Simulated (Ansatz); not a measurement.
# C2H6FNS: rigid torsion scan, by script

The task is a rigid torsion scan, for C2H6FNS. SMILES: NCSCF.

All numbers are computed with the Python package of Ansatz 0.2.0. Level of theory: r2SCAN/def2-SVP.

### 1 Starting point

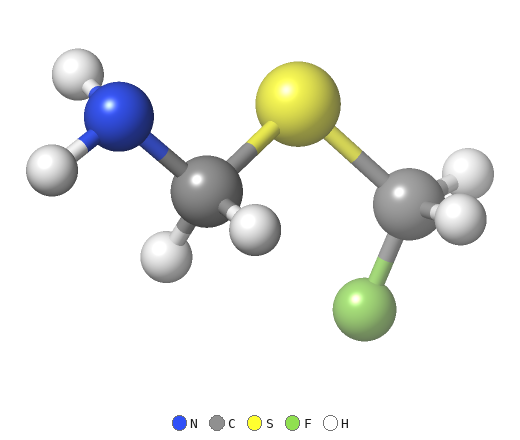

The starting structure, viewed from a chosen angle; nitrogen blue, carbon grey, sulfur yellow, fluorine green, hydrogen white.

No structure file is read: the coordinates are typed or built in the script.

### 2 The script

Input file run_torsion.py:

```python
'''Rigid torsion scan of C2H6FNS.'''

import warnings

import ansatz as az
from ase import Atoms

BASIS_SET = 'def2-SVP'
FUNCTIONAL = 'r2SCAN'
FMAX = 0.02


def main() -> None:
    warnings.simplefilter('ignore', az.DeckWarning)

    atoms = Atoms(['N', 'C', 'S', 'C', 'F', 'H', 'H', 'H', 'H', 'H', 'H'], positions=[
        (-0.4559, 1.477, 1.4013),
        (-0.3988, 0.6375, 0.2426),
        (0.812, -0.6147, 0.5876),
        (0.6203, -1.6576, -0.8331),
        (0.5218, -0.9235, -1.9779),
        (0.4362, 1.8324, 1.6442),
        (-0.9847, 2.3641, 1.1253),
        (-1.3266, 0.1914, 0.0425),
        (-0.0854, 1.229, -0.5957),
        (-0.409, -2.1859, -0.711),
        (1.3355, -2.4068, -0.9053),
    ])

    # start the scan from a relaxed geometry
    first = (
        az.Crystal.molecule_from_ase(atoms).calculation()
        .basis(gaussian=BASIS_SET)
        .functional(FUNCTIONAL)
        .relax(force_tolerance=FMAX, max_steps=80)
    )
    atoms.positions = first.run(threads=1).report['positions_ang']

    start = atoms.get_dihedral(2, 1, 0, 5)
    energies = {}
    for turn in range(0, 360, 40):
        turned = atoms.copy()
        turned.set_dihedral(2, 1, 0, 5, start + turn, indices=[0, 5, 6])
        job = az.Crystal.molecule_from_ase(turned).calculation()
        job = job.basis(gaussian=BASIS_SET).functional(FUNCTIONAL)
        energies[round((start + turn) % 360)] = job.run(threads=1).report['free_energy_ev']
    floor = min(energies.values())
    print('dihedral S2-C1-N0-H5 (deg)   E - E(min) (kJ/mol)')
    for angle, e in sorted(energies.items()):
        print(f'{angle:8d} {96.485332 * (e - floor):14.3f}  ' + '#' * int(30 * (e - floor) / max(max(energies.values()) - floor, 1e-9)))


if __name__ == '__main__':
    main()
```

### 3 The run

Started as:

```sh
> python run_torsion.py
```

**Question.** What results will this script give? Wanted: range of energy; lowest point, turn.

**Answer**, as computed:

```
              quantity     value
         runs compared         9
       range of energy  0.216 eV
lowest point, turn (°)       240
```

What this shows: The lowest point lies at a turn of 240°, the highest 0.216 eV (20.8 kJ/mol) above it at 120°. The grid can miss the true lowest and highest points, and the rest of the molecule is held rigid. Run 0: The relaxation took 10 moves; the largest shift is 0.729 Å, of atom 5 (F). The scan is rigid and the energies are electronic, in a modest basis. With rigid groups the curve can differ much from the relaxed path, the start wasn't checked as a minimum of this torsion, and equivalent turns needn't return to the same energy.
